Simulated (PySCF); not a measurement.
## A study: C2H4OP2, SMILES `CC(=O)P=P`

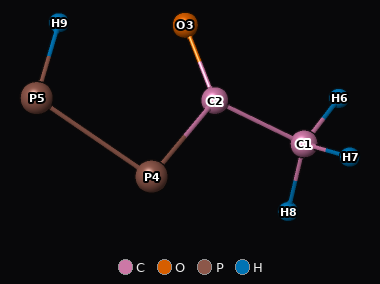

The molecule, with its atoms numbered as below. No frequency check shows the geometry to be a minimum.

Geometry (Å), atoms numbered from 1:

```
C1       2.4131   -0.3488   -0.0007
C2       1.0609    0.2897    0.0004
O3       0.8653    1.4788    0.0008
P4      -0.3342   -0.9722    0.0008
P5      -1.9781    0.2158   -0.0007
H6       3.1976    0.4047   -0.0013
H7       2.5048   -0.9874    0.8761
H8       2.5034   -0.9865   -0.8808
H9      -1.2879    1.4393   -0.0010
```

## 1. Electrostatic potential

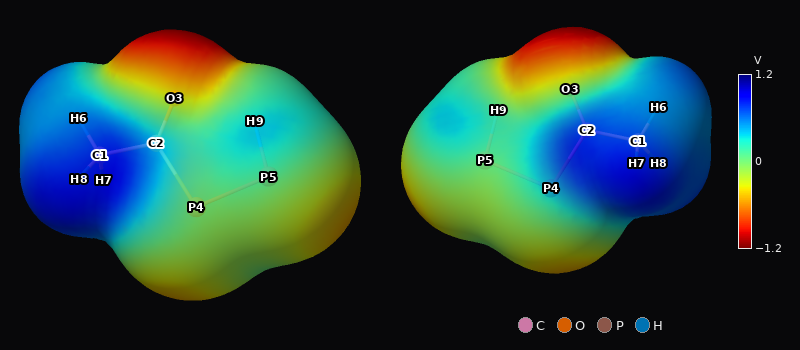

Electrostatic potential on the surface of electron density 0.001 a.u. (back view left, front view right).

Computed with PySCF, B3LYP/cc-pVDZ, geometry: GFN2-xTB.

**Where are the extremes of the potential on the surface?**

Highest: 0.93 V, 1.3 Å from H8, and at like points elsewhere. Further maxima include 0.67 V, 1.4 Å from H6; 0.39 V, 1.9 Å from H9. Lowest: −1.12 V, 1.7 Å from O3. Further minima include −0.55 V, 2.3 Å from P5; −0.52 V, 2.3 Å from P4. The surface is sampled at points, so like sites can differ by a few per cent and only the strongest of them is named.

**What volume does the surface enclose, and what is the dipole moment?**

About 129 Å³; the dipole moment is 1.8 D.

## 2. Removing or adding an electron

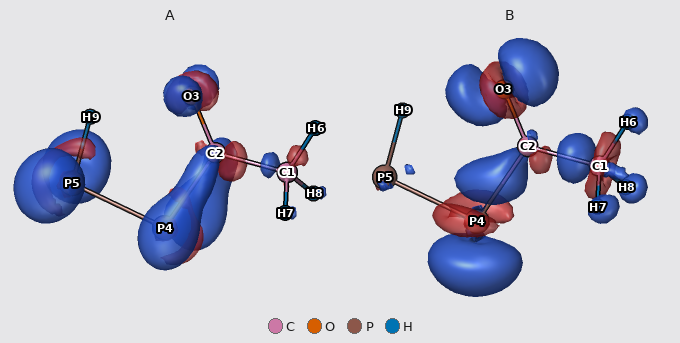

The two Fukui functions at ±0.03 e/Å³ (blue positive, red negative).

PySCF calculation, PBE/aug-cc-pVDZ, gas phase; geometry: GFN2-xTB. This is a single-reference result, which may miss multireference character in this system.

**Which panel is f⁻ (electron removed) and which f⁺ (electron added)?**

A is f⁺, B is f⁻. f⁻ (Hirshfeld-condensed) is largest on P4 (0.27), P5 (0.23) and O3 (0.20); the vertical ionisation energy is 8.91 eV (the stability of the cation's solution wasn't checked). f⁺ (Hirshfeld-condensed) is largest on P5 (0.37) and P4 (0.28); the vertical electron affinity is 1.51 eV (the stability of the anion's solution wasn't checked; the anion's highest orbital has positive energy, so this value and f⁺ depend on the basis).

**What chemical potential and hardness follow from the two energies?**

μ = −(I + A)/2 = −5.21 eV and η = I − A = 7.41 eV.

## 3. Localised orbitals

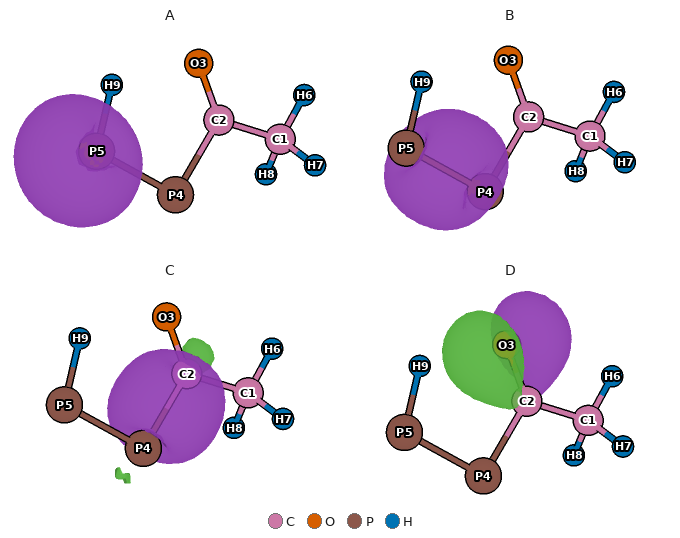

Intrinsic bond orbitals (IBO), occupied; each surface holds about 85 % of the orbital's density. Energies are diagonal elements of the Fock matrix.

Computed with PySCF, B3LYP/def2-TZVP, geometry: GFN2-xTB.

**Name the orbitals, with their atomic make-up and energies.**

By panel:
- A: lone pair on P5 (sp0.6-type) (P5 99 %; −10.9 eV)
- B: σ bond P4–P5 (P4 50 %, P5 50 %; −13.6 eV)
- C: σ bond C2–P4 (C2 56 %, P4 43 %; −14.1 eV)
- D: lone pair on O3 (p-type) (O3 91 %, C2 4 %; −9.1 eV)

The PySCF runs shown took 15 s, 2.3 min and 34 s on 1 thread of Arm Neoverse V1, with other jobs on the host.
